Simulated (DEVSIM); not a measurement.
Device: illuminated Si p-on-n cell, one wavelength, at 350 K.

| layer (left to right) | material | thickness (μm) | Nd (cm⁻³) | Na (cm⁻³) | τn (s) | τp (s) | absorption coefficient (cm⁻¹) |
|---|---|---|---|---|---|---|---|
| 1 | Si | 0.620 | - | 1.7e18 | 6.9e-7 | 1.4e-5 | 170 |
| 2 | Si | 41.0 | 4.3e16 | - | 2.3e-5 | 2.3e-5 | 170 |

Left contact: ohmic, minority electron recombination velocity 40000 cm/s. Right contact: ohmic, minority hole recombination velocity 1e5 cm/s. Voltage is applied to the left contact. Recombination: SRH at mid-gap, radiative. Light enters at the left, 1.4e18 photons cm⁻² s⁻¹, one pass, no reflection. Mobility is μmin + (μ − μmin)/(1 + (N/Nref)^α).

This is a model device: material constants are rounded textbook-type values typed into the input, and sizes, dopings and lifetimes were drawn at random. Values at 300 K; Nc and Nv go as T^1.5, mobilities as T to minus their exponent, the gap by Varshni's rule with the affinity fixed.

| parameter | Si |
|---|---|
| gap (eV) | 1.124 |
| affinity (eV) | 4.05 |
| permittivity | 11.7 |
| Nc (cm⁻³) | 2.86e19 |
| Nv (cm⁻³) | 3.1e19 |
| μn (cm²/Vs) | 1417 |
| μp (cm²/Vs) | 470 |
| μn,min | 52 |
| μp,min | 45 |
| Nref,n | 9.7e16 |
| Nref,p | 2.2e17 |
| αn | 0.68 |
| αp | 0.72 |
| T exponent of μn | 2.3 |
| T exponent of μp | 2.2 |
| B (cm³/s) | 4.7e-15 |
| Varshni α (eV/K) | 0.000473 |
| Varshni β (K) | 636 |

DEVSIM, 1D drift-diffusion, Boltzmann statistics, complete ionisation; no tunnelling, impact ionisation, image-force lowering or self-heating.

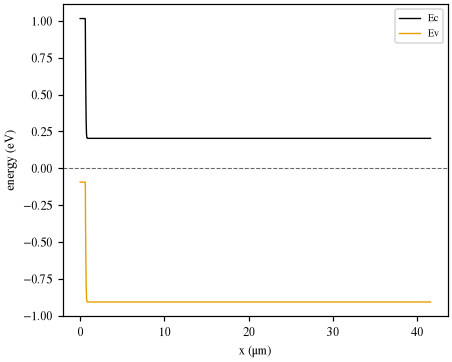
Figure: Band edges at zero bias, in the dark

Energies count from the Fermi level of the right contact; mesh points crowd at the junctions.

| x (μm) | Ec (eV) | Ev (eV) | n (cm⁻³) | p (cm⁻³) | field (V/cm) |
|---|---|---|---|---|---|
| 0.000 | 1.016 | -0.095 | 84000 | 1.7e18 | ≈ 0 |
| 0.02926 | 1.016 | -0.095 | 84000 | 1.7e18 | ≈ 0 |
| 0.09581 | 1.016 | -0.095 | 84000 | 1.7e18 | ≈ 0 |
| 0.2325 | 1.016 | -0.095 | 84000 | 1.7e18 | ≈ 0 |
| 0.4876 | 1.016 | -0.095 | 84000 | 1.7e18 | ≈ 0 |
| 0.5741 | 1.016 | -0.095 | 84000 | 1.7e18 | ≈ 0 |
| 0.6122 | 1.009 | -0.102 | 110000 | 1.3e18 | -20000 |
| 0.6503 | 0.691 | -0.420 | 4.0e9 | 3.5e13 | -78000 |
| 0.7187 | 0.312 | -0.798 | 1.1e15 | 1.3e8 | -33000 |
| 0.8850 | 0.203 | -0.908 | 4.3e16 | 3300000 | -40 |
| 1.249 | 0.203 | -0.908 | 4.3e16 | 3300000 | ≈ 0 |
| 2.560 | 0.203 | -0.908 | 4.3e16 | 3300000 | ≈ 0 |
| 5.220 | 0.203 | -0.908 | 4.3e16 | 3300000 | ≈ 0 |
| 11.05 | 0.203 | -0.908 | 4.3e16 | 3300000 | ≈ 0 |
| 27.99 | 0.203 | -0.908 | 4.3e16 | 3300000 | ≈ 0 |
| 35.60 | 0.203 | -0.908 | 4.3e16 | 3300000 | ≈ 0 |
| 39.08 | 0.203 | -0.908 | 4.3e16 | 3300000 | ≈ 0 |
| 40.51 | 0.203 | -0.908 | 4.3e16 | 3300000 | ≈ 0 |
| 41.27 | 0.203 | -0.908 | 4.3e16 | 3300000 | ≈ 0 |
| 41.48 | 0.203 | -0.908 | 4.3e16 | 3300000 | ≈ 0 |
| 41.57 | 0.203 | -0.908 | 4.3e16 | 3300000 | ≈ 0 |
| 41.62 | 0.203 | -0.908 | 4.3e16 | 3300000 | ≈ 0 |
